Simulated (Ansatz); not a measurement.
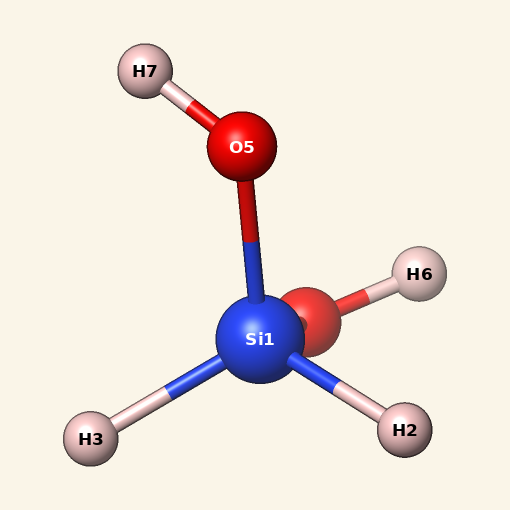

O4 lies behind Si1. The molecule seen a little off the Si1–O4 bond, Si1 in front. Distant atoms are faded towards the background colour. Computed geometry: PBE0-D4/def2-TZVP optimisation.

What is the torsion angle O5–Si1–O4–H6? The sign is positive where the front bond must turn clockwise to cover the back bond.

66°, synclinal (gauche).
